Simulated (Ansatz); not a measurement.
The relaxed structure here is a generated cell of AlNi: the first start was made by a random draw of sites in a space group, and the end was not matched to a known phase here, so it may be hypothetical. Known forms of AlNi include space group No. 221.

The end point of a relaxation of AlNi. Space group P1 (No. 1). These are PBEsol (plane waves to 420 eV, PAW, scalar-relativistic; Ansatz, an electronic-structure program) values and carry that method's errors.

```cif
data_Al6Ni6
_chemical_formula_sum 'Al6 Ni6'
_space_group_name_H-M_alt 'P1'
_space_group_IT_number 1
_space_group_name_Hall 'P 1'
_cell_length_a 4.37305
_cell_length_b 4.91223
_cell_length_c 7.02587
_cell_angle_alpha 105.216
_cell_angle_beta 91.554
_cell_angle_gamma 93.583
loop_
_atom_site_label
_atom_site_type_symbol
_atom_site_symmetry_multiplicity
_atom_site_Wyckoff_symbol
_atom_site_fract_x
_atom_site_fract_y
_atom_site_fract_z
_atom_site_occupancy
Al1 Al 1 a 0.47697 0.71369 0.34371 1
Al2 Al 1 a 0.34338 0.52658 0.70462 1
Al3 Al 1 a 0.01142 0.94699 0.88276 1
Al4 Al 1 a 0.95747 0.07305 0.53272 1
Al5 Al 1 a 0.89185 0.29543 0.23175 1
Al6 Al 1 a 0.81756 0.44970 0.90068 1
Ni1 Ni 1 a 0.00810 0.79216 0.19788 1
Ni2 Ni 1 a 0.48935 0.03163 0.70139 1
Ni3 Ni 1 a 0.32756 0.36979 0.03353 1
Ni4 Ni 1 a 0.83841 0.58874 0.57273 1
Ni5 Ni 1 a 0.51445 0.88481 0.02860 1
Ni6 Ni 1 a 0.40610 0.21282 0.37691 1
```

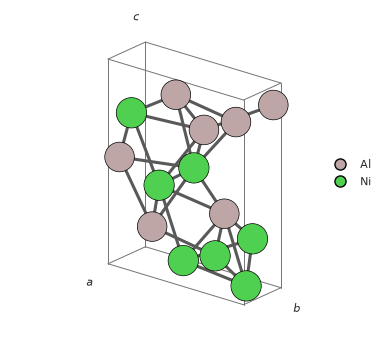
*The conventional cell of the relaxed structure*

```yaml
volume_per_atom: 12.10 Å³
density: 5.88 g/cm³
band_gap: no gap (metallic)
shortest_distances: Al–Ni 2.37 Å; Ni–Ni 2.56 Å; Al–Al 2.56 Å
k-mesh: 10×9×7
```

Band energies at high-symmetry points (eV from the Fermi level; labels of this space group; no spin-orbit coupling), from −5 eV up to 4.7 eV:

```
point                                                                                                                                                                                                                                                                energies
-----  ----------------------------------------------------------------------------------------------------------------------------------------------------------------------------------------------------------------------------------------------------------------------
Γ      -4.93 -4.37 -4.17 -3.84 -3.66 -3.39 -3.21 -3.14 -3.07 -3.03 -2.84 -2.69 -2.66 -2.61 -2.54 -2.41 -2.33 -2.15 -2.10 -1.93 -1.88 -1.70 -1.58 -1.56 -1.53 -1.34 -1.29 -1.21 -1.15 -1.02 -0.84 -0.55 -0.24 0.09 0.80 1.52 1.63 2.07 2.58 3.19 3.44 3.77 3.89 4.13 4.31 4.65
X                          -4.65 -4.22 -3.89 -3.71 -3.64 -3.42 -3.11 -3.02 -2.88 -2.83 -2.80 -2.63 -2.54 -2.43 -2.39 -2.34 -2.25 -2.08 -2.00 -1.89 -1.88 -1.78 -1.74 -1.65 -1.50 -1.43 -1.29 -1.20 -1.13 -0.98 -0.88 -0.77 -0.50 0.12 0.58 0.67 1.75 2.44 3.22 3.63 4.30 4.51
Y                    -4.92 -4.40 -3.97 -3.73 -3.58 -3.46 -3.38 -3.25 -3.18 -3.06 -2.93 -2.86 -2.67 -2.61 -2.47 -2.44 -2.30 -2.18 -2.07 -1.91 -1.86 -1.73 -1.66 -1.59 -1.47 -1.38 -1.22 -1.18 -1.07 -0.97 -0.81 -0.62 -0.41 -0.34 0.29 0.76 1.09 1.33 1.82 3.32 3.53 4.05 4.22
Z                 -4.01 -3.88 -3.80 -3.57 -3.48 -3.29 -3.11 -3.07 -2.98 -2.90 -2.69 -2.63 -2.49 -2.42 -2.31 -2.26 -2.13 -2.00 -1.93 -1.80 -1.78 -1.70 -1.53 -1.43 -1.39 -1.14 -1.09 -1.03 -0.96 -0.70 -0.60 -0.43 0.56 1.23 1.47 1.96 2.13 2.45 2.73 2.83 3.40 4.07 4.19 4.66
R2                                              -4.08 -3.93 -3.53 -3.36 -3.20 -3.14 -2.92 -2.76 -2.71 -2.63 -2.59 -2.50 -2.44 -2.32 -2.16 -2.06 -2.03 -1.96 -1.84 -1.77 -1.73 -1.57 -1.48 -1.41 -1.28 -1.12 -0.99 -0.90 -0.80 -0.72 -0.34 -0.20 0.62 1.18 2.22 3.15 3.59 4.53
T2                -4.56 -4.11 -3.98 -3.80 -3.69 -3.61 -3.35 -3.31 -3.09 -2.91 -2.84 -2.74 -2.60 -2.53 -2.35 -2.29 -2.22 -2.05 -1.94 -1.89 -1.86 -1.75 -1.62 -1.51 -1.42 -1.30 -1.28 -1.11 -1.04 -0.89 -0.65 -0.15 0.05 0.20 0.28 0.66 1.29 2.07 2.30 2.55 3.18 3.59 4.28 4.31
U2                                                   -4.51 -4.36 -3.74 -3.53 -3.04 -2.96 -2.93 -2.82 -2.72 -2.68 -2.51 -2.49 -2.35 -2.34 -2.24 -2.16 -2.02 -1.90 -1.86 -1.83 -1.71 -1.58 -1.51 -1.36 -1.33 -1.19 -1.03 -0.99 -0.78 -0.53 -0.39 -0.25 0.17 0.35 3.41 3.99 4.73
V2         -4.56 -4.16 -4.00 -3.84 -3.66 -3.45 -3.36 -3.31 -3.22 -2.99 -2.91 -2.66 -2.61 -2.55 -2.47 -2.42 -2.33 -2.14 -2.06 -1.97 -1.88 -1.85 -1.75 -1.61 -1.53 -1.50 -1.34 -1.25 -1.17 -1.13 -1.00 -0.97 -0.63 -0.38 0.15 0.64 1.04 1.30 1.65 2.50 2.72 3.05 3.15 3.43 4.00
```

No spin polarisation in the result. A magnetic state may lie lower.

It was reached from a disturbed copy of a P4/mmm (No. 123) cell, against which it lies -1.14 eV/atom.
